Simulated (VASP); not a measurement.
Band structure of CrPbO$_{3}$ (space group Pm-3m). These are LDA (Ceperley-Alder, Perdew-Zunger), VASP's LDA PAW potentials (set 64) (plane waves; VASP) values and carry that method's errors.

The moments were started parallel, and other spin orders were not tried in this run. Unless said otherwise, spin-orbit coupling is left out, though it shifts the bands of the heavy elements here.

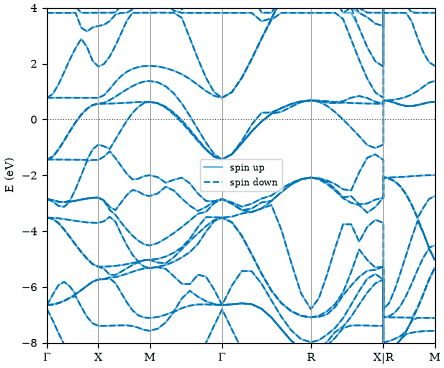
Bands along high-symmetry lines, zero at the valence-band maximum or, without a gap, the Fermi level

Question: Read the plot: is there a gap, and where are the band edges?

Answer: It has no gap at this level: it comes out as a metal or semimetal.

The structure was generated: CrPbO3 was put into an ordered model structure, which need not be its known phase. The cell was not relaxed at this level. The k-mesh is coarse (spacing up to 0.34 per Å, 2π included), so the numbers may not be converged in it.
